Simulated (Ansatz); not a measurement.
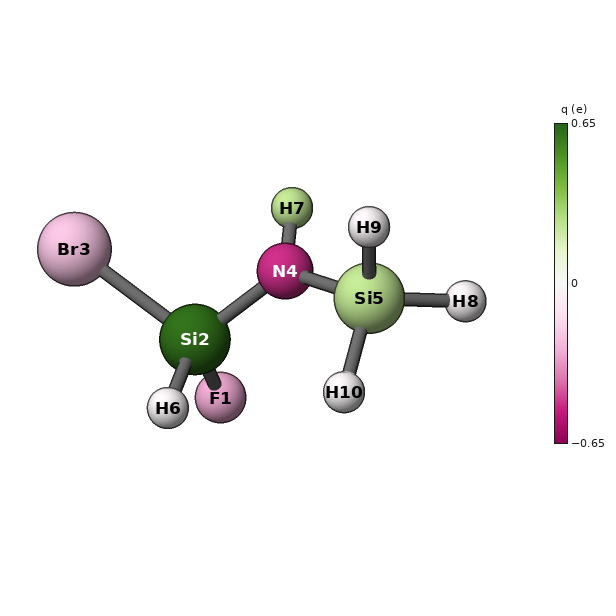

Atoms are coloured by their Mulliken charges. The geometry was computed by an optimisation with PBE0-D4/def2-TZVP. No frequency run is at hand to confirm it as a minimum. Level of theory: RKS PBE0-D4/def2-TZVP (Ansatz 0.2.0).

**Which atom carries the highest charge (most positive or least negative)?**

Si2 (0.61 e).

**And the lowest?**

N4 (−0.49 e).

Give the Mulliken charges atom by atom.

```csv
atom,value (e)
F1,−0.29
Si2,0.61
Br3,−0.22
N4,−0.49
Si5,0.24
H6,−0.02
H7,0.24
H8,−0.02
H9,−0.02
H10,−0.02
```

Mulliken values depend strongly on the basis set and can even reverse the polarity of a bond.
